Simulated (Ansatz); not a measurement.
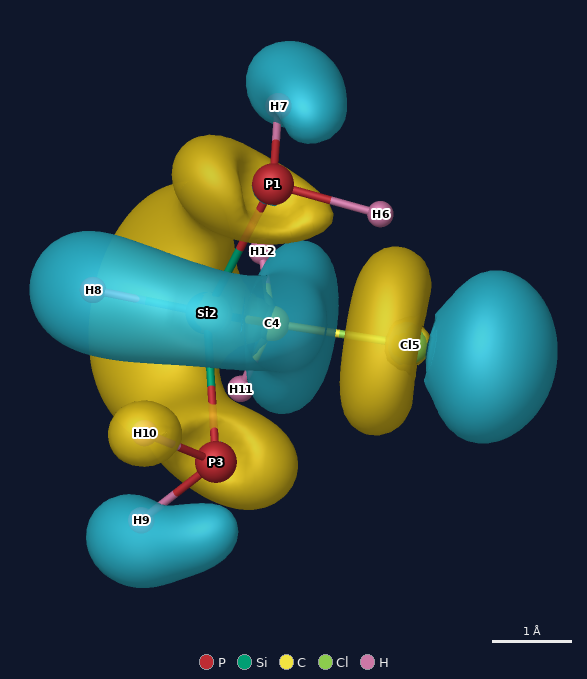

Figure. CH$_{7}$ClP$_{2}$Si (SMILES P[SiH](P)CCl). The LUMO at ±0.08 Å⁻³ᐟ² (yellow and cyan are the two phases), seen at an oblique angle.

Not at a stationary point (largest force 1.7 eV/Å).

Theory: Ansatz, SCF LDA, Gaussian basis.

```csv
atom,x (Å),y (Å),z (Å)
P,1.8044,1.1706,0.5395
Si,0.0262,0.2415,-0.4129
P,-1.7758,1.3326,0.2886
C,-0.0777,-1.5633,-0.1011
Cl,-0.1223,-1.9186,1.6411
H,1.5909,0.6611,1.8424
H,2.7497,0.1842,0.1751
H,0.1315,0.4995,-1.8707
H,-2.6589,0.9100,-0.7315
H,-1.4765,2.5779,-0.3113
H,-0.9765,-2.0017,-0.5444
H,0.7849,-2.0938,-0.5146
```

Question: What is the character of this orbital?

Answer: Its weight (Hirshfeld) is mainly on Cl5 (about 30 %), C4 (about 20 %), Si2 (about 20 %), P3 (about 10 %) and P1 (about 10 %). Its energy is −0.93 eV.
